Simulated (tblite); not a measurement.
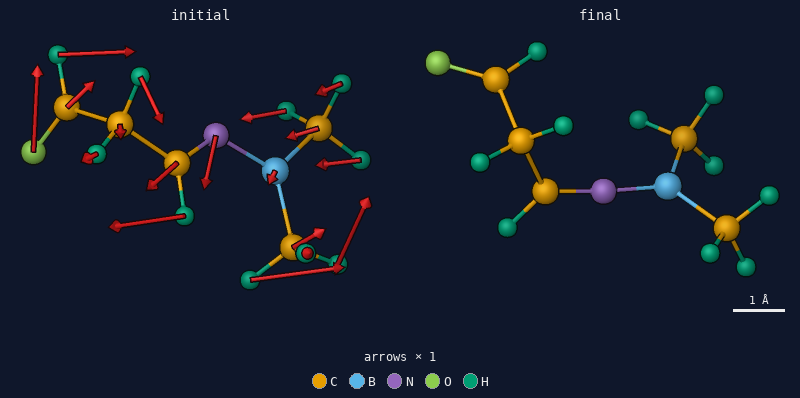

The structure of C₅H₁₀BNO before (left) and after (right) a relaxation, at one scale. The red arrows give the displacements, at their true length.

Style: ball-and-stick. Shown at a tilt.

Theory: GFN2-xTB geometry optimisation, gas phase in tblite 0.8.0. 

Describe what moved and what it gained.

Answer. The largest move after the best rigid fit is that of an H atom, 2.00 Å. Largest moves by element: H 2.00 Å, O 1.84 Å, N 1.14 Å, C 1.00 Å, B 0.35 Å. Near-neighbour distances that change, for instance: B–N 1.522 → 1.346 Å, C–N 1.275 → 1.239 Å, C–H 1.117 → 1.090 Å, C–C 1.492 → 1.513 Å. Bond angles that change, for instance: B–N–C 124.7° → 175.0°, C–C–H 120.0° → 112.9°, C–C–O 120.7° → 125.2°. Groups turn about B–C by about 50°, B–C by about 50°, C–C by about 45°. The energy falls by 27.1 kcal/mol in 212 geometry steps.
